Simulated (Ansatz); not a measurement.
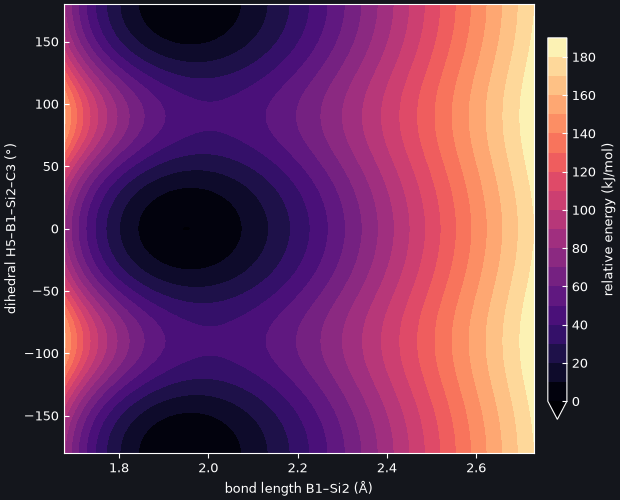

CH4BClSi, SMILES B[SiH]=CCl. 
- Coordinates scanned: (1) bond length B1–Si2; (2) dihedral H5–B1–Si2–C3.
- Nothing is relaxed (all other coordinates rigid).
- The scan uses a 9 × 10 grid; 54 points were computed and 36 follow by symmetry.
- Points are written as (first, second).
- Energies: kJ/mol, counted from the lowest grid point.
- Computed with RKS r2SCAN-D4/def2-TZVP (Ansatz 0.2.0).

The picture shows filled contours. Between grid points the surface is interpolated.

The lowest grid point is at (1.939 Å, 0°); the map holds 2 wells of about this depth. The highest grid point, (2.729 Å, −108°), lies 187 kJ/mol above the lowest. On the interpolated surface the easiest way out of the lowest well to a well of about the same depth near (1.939 Å, −180°) passes a barrier of about 42 kJ/mol. Round the minimum the two coordinates are nearly uncoupled.

The system is changed to CH4BBrSi, SMILES B[SiH]=CBr; the new grid has 11 × 12 points, laid about the new relaxed structure.

**What will the new map look like?**

The minimum (interpolated where it lies between grid points) moves from about (1.949 Å, 0°) to about (1.952 Å, 0°). The easiest pass out of the lowest well goes from about 42 to about 40 kJ/mol on the interpolated surfaces. The curvature at the minimum changes by less than a tenth (about 15) eV/Å² along bond length B1–Si2 and by less than a tenth (about 0.62) eV/rad² along dihedral H5–B1–Si2–C3.

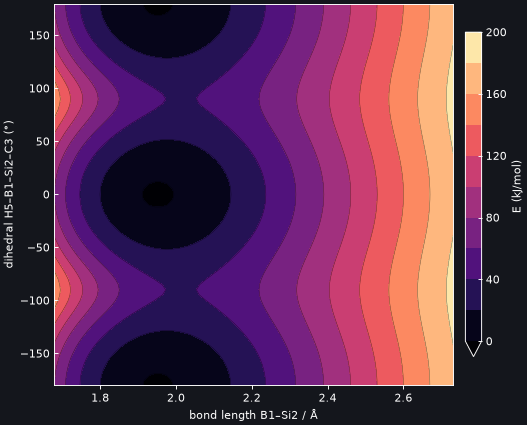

The map after the change, on a colour scale of its own. Drawn: filled contours. Between grid points the surface is interpolated.
